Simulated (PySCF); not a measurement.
## Electronic structure of C6H9NOS in real space

```xyz
18

C     3.4348    0.0002    0.7116
C     1.9502   -0.3185    0.7086
O     1.3255    0.4589   -0.2938
C    -0.0093    0.3158   -0.4276
C    -0.7821    0.8814   -1.3870
C    -2.1585    0.5630   -1.2535
C    -2.4256   -0.2459   -0.1966
N    -3.6312   -0.8175    0.1785
S    -0.9703   -0.6388    0.6842
H     3.8680   -0.2355   -0.2563
H     3.9330   -0.5849    1.4789
H     3.5864    1.0572    0.9121
H     1.7825   -1.3863    0.5052
H     1.5039   -0.0849    1.6865
H    -0.3829    1.5056   -2.1640
H    -2.9146    0.9200   -1.9289
H    -4.4400   -0.2903   -0.1177
H    -3.6787   -1.0932    1.1482
```

Geometry: GFN2-xTB.

Computed with PySCF, PBE0/pcSseg-1, SCF density, gas phase, non-relativistic.

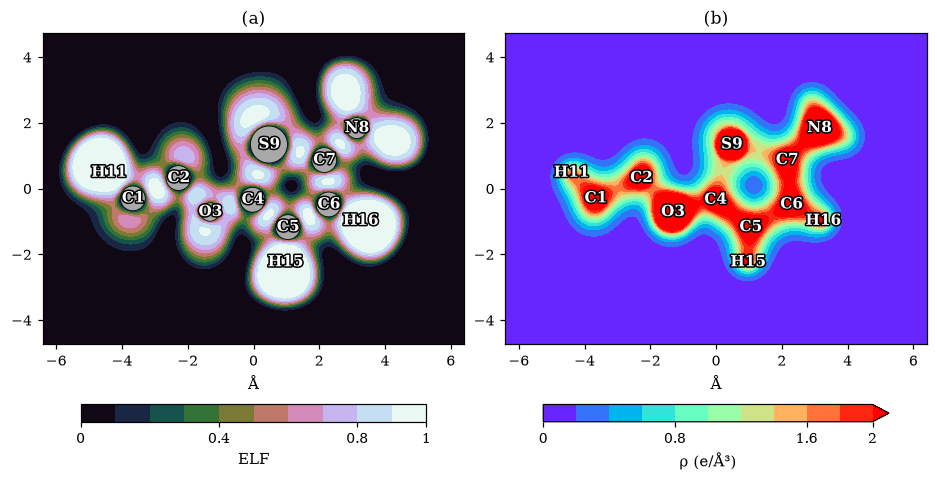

Figure 1. (a) electron localisation function; (b) electron density on the plane of atoms O3, C4 and C5. Grey discs cover the atomic cores in the ELF map.

Interpret the plot.

Answer. Atoms in the plane: C, O, N, S and H. C–O (1.35 Å): the density is about 2.3 e/Å³ at the midpoint, with its minimum of 2 e/Å³ about 0.5 Å from C; the ELF peaks at about 0.90 between the atoms; a shared but strongly polarised pair. C–C (1.36 Å): ρ at the midpoint is about 2.2 e/Å³; the ELF peaks at about 0.90 between the atoms (a covalent bond). C–N (1.39 Å): the density is about 2.2 e/Å³ at the midpoint; the ELF peaks at about 0.90 between the atoms: a covalent bond. C–S (1.75 Å): ρ is about 1.4 e/Å³ halfway; the ELF peaks at about 0.90 between the atoms; a covalent bond. C–O (1.41 Å): ρ at the midpoint is about 2 e/Å³, with its minimum of 1.7 e/Å³ about 0.5 Å from C; the ELF peaks at about 0.90 between the atoms (a shared but strongly polarised pair). The ELF also peaks beside O3 and S9, away from the bonds: lone-pair regions.

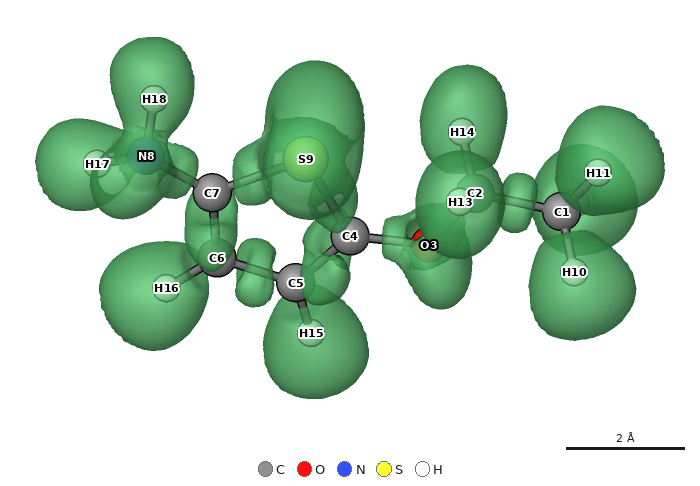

Figure 2. Isosurface of the ELF at 0.75 (green), seen at a tilt. Only the valence region is drawn (cores and ρ < 0.01 e/Å³ removed).

What do the ELF domains correspond to?

Answer. The surface consists of four regions between bonded C–C atoms (shared pairs), seven regions around hydrogen nuclei, one region on O in which the atom's valence shell and bonds are merged, one region on S in which the atom's valence shell and bonds are merged and one joined region spread over several atoms (H, N), in which their bonds and any lone pairs are merged.

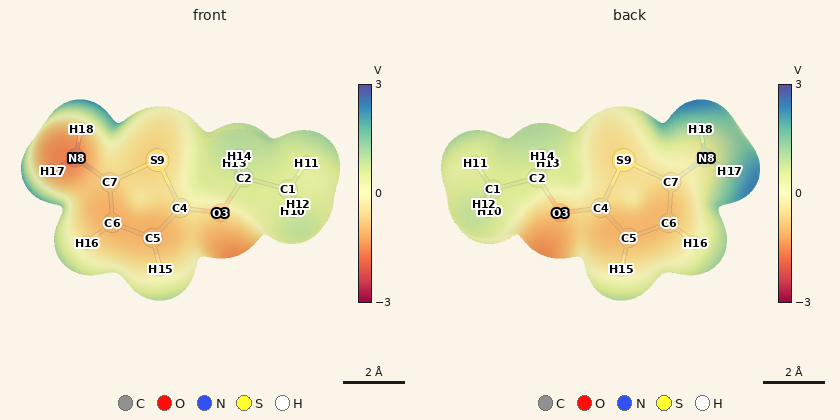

Figure 3. The electrostatic potential painted on the density surface at 0.004 e/bohr³, seen from the front and from behind; red is negative and blue positive.

Where is the surface potential most negative and most positive?

Answer. The most negative region (about −1.6 V, or −37 kcal/mol for a unit charge) lies over N8, the most positive (about +2.4 V, or +55 kcal/mol for a unit charge) over H17 and H18. N8 is the likeliest acceptor of a hydrogen bond.

How polar is the molecule by this calculation?

Answer. Its dipole moment is 1.84 D.
